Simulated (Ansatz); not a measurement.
# C2H12BNSi2: how energies converge with the basis set

How large a basis does C2H12BNSi2 need? Two functionals are run in growing sets.

Computed with Ansatz 0.2.0, Gaussian basis. Level: one geometry, several basis sets.

Levels to be run: PBE0-D4/def2-SVP; ωB97M-V/def2-SVP; PBE0-D4/def2-QZVPP; ωB97M-V/def2-QZVPP; the functionals' def2-TZVPP values are taken from earlier runs.

1 further run of the same task is left out (it didn't finish). Runs told in other sessions of the task aren't counted.

**1. The relaxed structure**

The geometry comes from an earlier relaxation with PBE0-D4 in a triple-zeta def2 set; it is a stationary point, not always the lowest conformer.

SMILES `BN([SiH3])[SiH](C)C`, 18 atoms, charge 0, spin multiplicity 1.

Atoms are counted from 1 here; the program's logs count them from 0.

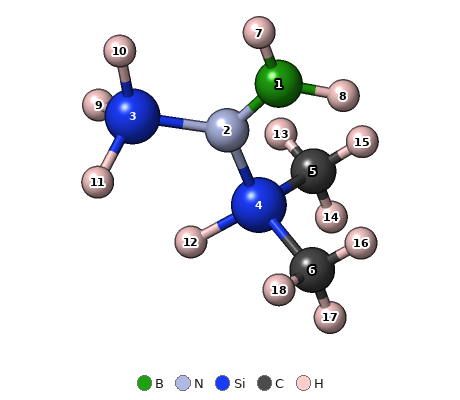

The geometry (boron green, nitrogen light blue, silicon blue, carbon dark grey, hydrogen pink); atoms are numbered from 1 in the order of the file.

**2. PBE0-D4 in def2-SVP**

Contents of in.yaml:

```yaml
crystal:
  periodic: [false, false, false]
  atoms:
    - {symbol: B, position_ang: [0.002240, 1.039297, 1.645722]}
    - {symbol: N, position_ang: [-0.128667, -0.179882, 0.958687]}
    - {symbol: Si, position_ang: [-0.459182, -1.681792, 1.789845]}
    - {symbol: Si, position_ang: [0.046599, -0.192658, -0.800129]}
    - {symbol: C, position_ang: [-1.272411, 0.858997, -1.588417]}
    - {symbol: C, position_ang: [1.759314, 0.356193, -1.282310]}
    - {symbol: H, position_ang: [-0.110380, 1.085101, 2.838742]}
    - {symbol: H, position_ang: [0.229744, 2.046015, 1.027289]}
    - {symbol: H, position_ang: [-1.732036, -2.270231, 1.295103]}
    - {symbol: H, position_ang: [-0.558180, -1.415696, 3.244636]}
    - {symbol: H, position_ang: [0.628507, -2.661080, 1.527011]}
    - {symbol: H, position_ang: [-0.150305, -1.619353, -1.193649]}
    - {symbol: H, position_ang: [-2.268315, 0.510368, -1.305694]}
    - {symbol: H, position_ang: [-1.196295, 0.822325, -2.678335]}
    - {symbol: H, position_ang: [-1.174445, 1.901494, -1.275790]}
    - {symbol: H, position_ang: [1.940954, 1.384723, -0.960967]}
    - {symbol: H, position_ang: [1.888962, 0.310946, -2.366855]}
    - {symbol: H, position_ang: [2.516397, -0.283366, -0.822889]}
basis:
  gaussian: {orbitals: def2-SVP}
hamiltonian: {xc: pbe0, dispersion: d4}
output: {orbitals: {seedname: orbitals}}
```

Run with:

```bash
> ansatz run in.yaml --threads 4 --pin off --events-out ev --progress --plain --max-ram 11315MiB
```

The runs that follow: ωB97M-V in def2-SVP; PBE0-D4 in def2-QZVPP; ωB97M-V in def2-QZVPP.

Before running them: what should the planned runs give, taken together? Wanted: PBE0-D4: double and triple zeta above quadruple; ωB97M-V: double and triple zeta above quadruple.

The runs gave:

| quantity | value |
| --- | --- |
| PBE0-D4: double and triple zeta above quadruple | 11.40, 0.82 eV |
| ωB97M-V: double and triple zeta above quadruple | 11.70, 0.76 eV |

**Reading.** For PBE0-D4 the step from double to triple zeta gains 10.58 eV and the next only 0.82 eV. Total energies overstate the basis error of differences, where much of it tends to cancel. The LUMO of ωB97M-V is positive and keeps falling with the basis (1.81 to 1.17 eV): an unbound level that the basis holds in place.
